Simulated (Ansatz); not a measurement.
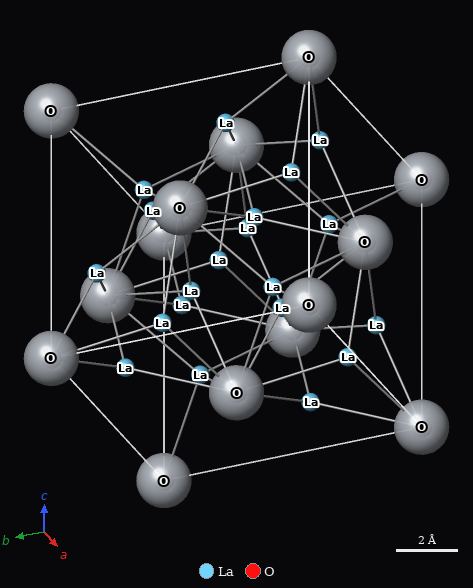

Figure. La$_{5}$O. Isosurface of the electron localisation function at 0.7 (grey), seen at an oblique angle. Only the valence region is drawn (cores and ρ < 0.01 e/Å³ removed). Sticks mark near contacts.

Space group F-43m; a structure generated by program, which may or may not match a known phase; computed without spin polarisation.

Method: DFT PBE, scalar-relativistic, plane waves, PAW in Ansatz 0.2.0.

Core electrons are frozen (PAW), and the valence fields are smoothed inside the atomic spheres.

Describe the localisation domains.

The surface consists of four regions wrapped around O (the valence shell of each), counted in one cell of 24 atoms. Any copies at cell faces, edges or corners count once.

Values along the shortest contacts:
La–O (3.84 Å): the ELF is about 0.05 at the midpoint: no localised pair shows between them. La–O (4.00 Å): the ELF is about 0.05 at the midpoint: no shared electron pair shows on this line.
